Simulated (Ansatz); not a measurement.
C5H3AlF6O4

```yaml
atoms:
  - { symbol: O, position_ang: [-1.1996, -1.4444, 2.4664] }
  - { symbol: Al, position_ang: [0.1681, -0.6022, 1.9392] }
  - { symbol: O, position_ang: [1.4749, -0.3416, 2.9772] }
  - { symbol: O, position_ang: [-0.4177, 0.9504, 1.1420] }
  - { symbol: C, position_ang: [-0.5511, 1.1648, -0.0905] }
  - { symbol: C, position_ang: [-1.1689, 2.5313, -0.4165] }
  - { symbol: F, position_ang: [-0.3680, 3.4981, 0.0247] }
  - { symbol: F, position_ang: [-1.3418, 2.6980, -1.7259] }
  - { symbol: F, position_ang: [-2.3477, 2.6522, 0.1806] }
  - { symbol: C, position_ang: [-0.1782, 0.3118, -1.1208] }
  - { symbol: C, position_ang: [0.4367, -0.8958, -0.8178] }
  - { symbol: C, position_ang: [0.9157, -1.8138, -1.9504] }
  - { symbol: F, position_ang: [2.2402, -1.9324, -1.8965] }
  - { symbol: F, position_ang: [0.5884, -1.3356, -3.1489] }
  - { symbol: F, position_ang: [0.3768, -3.0190, -1.8186] }
  - { symbol: O, position_ang: [0.6811, -1.3414, 0.3331] }
  - { symbol: H, position_ang: [-1.2959, -1.7995, 3.3466] }
  - { symbol: H, position_ang: [2.2856, 0.1184, 2.7795] }
  - { symbol: H, position_ang: [-0.3403, 0.5963, -2.1470] }
```

Geometry: PBE0-D4/def2-TZVP.

All numbers below come from Ansatz, RKS PBE0-D4/def2-TZVPP.

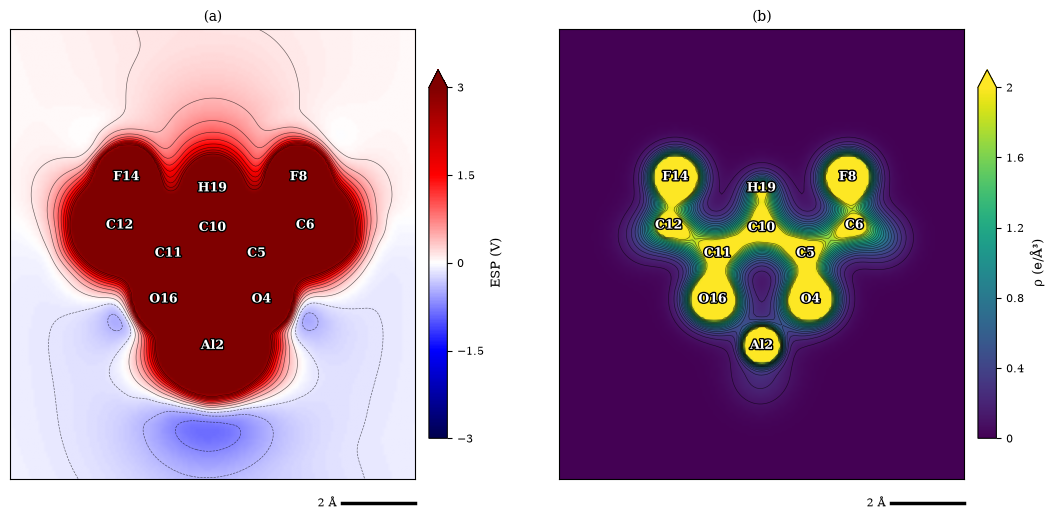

Figure 1. (a) electrostatic potential; (b) electron density on the plane of atoms C12, C11 and O16.

**What does the map show?**

The plane passes through Al, O, C, F and H nuclei.
C–O (1.26 Å): ρ at the midpoint is about 3 e/Å³.
C–F (1.33 Å): ρ is about 2.5 e/Å³ halfway.
C–C (1.39 Å): ρ at the midpoint is about 2.2 e/Å³.
C–C (1.53 Å): ρ at the midpoint is about 1.8 e/Å³.
Al–O (1.84 Å): the density is about 0.64 e/Å³ at the midpoint.
Outside the dense part of the molecule the potential is most negative (−0.9 V) near O3, which lies off the plane.

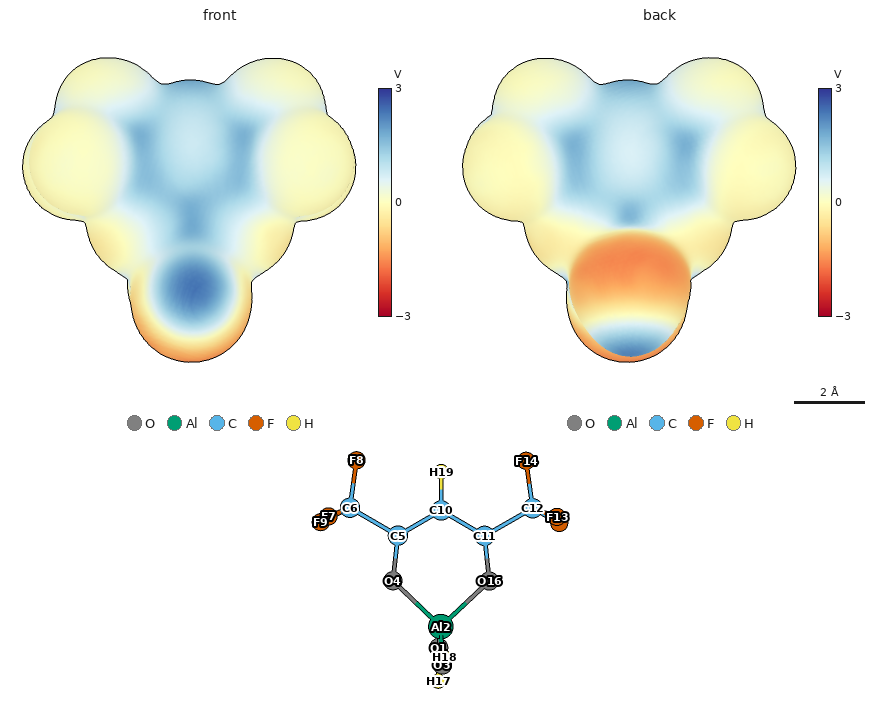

Figure 2. The electrostatic potential painted on the density surface at 0.002 e/bohr³, seen from the front and from behind; the colour scale runs from red (negative) to blue (positive). The bare structure is drawn below in the same view.

**Where is the surface potential most negative and most positive?**

The most negative region (about −1.5 V) lies over O1 and O3, the most positive (about +2.2 V) over H18.

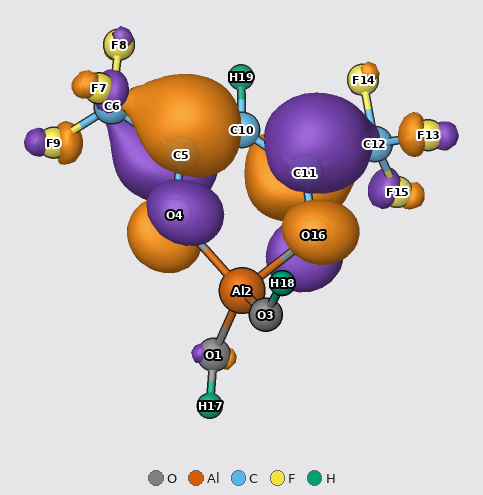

Figure 3. One frontier orbital at ±0.1 Å⁻³ᐟ² (orange and purple are the two phases), seen at a tilt.

**Which orbital is it: HOMO or LUMO?**

The LUMO, at −3.52 eV. It lies mainly on C5 (about 25 %), C11 (about 25 %), O16 (about 15 %), O4 (about 15 %) and C10 (about 10 %).
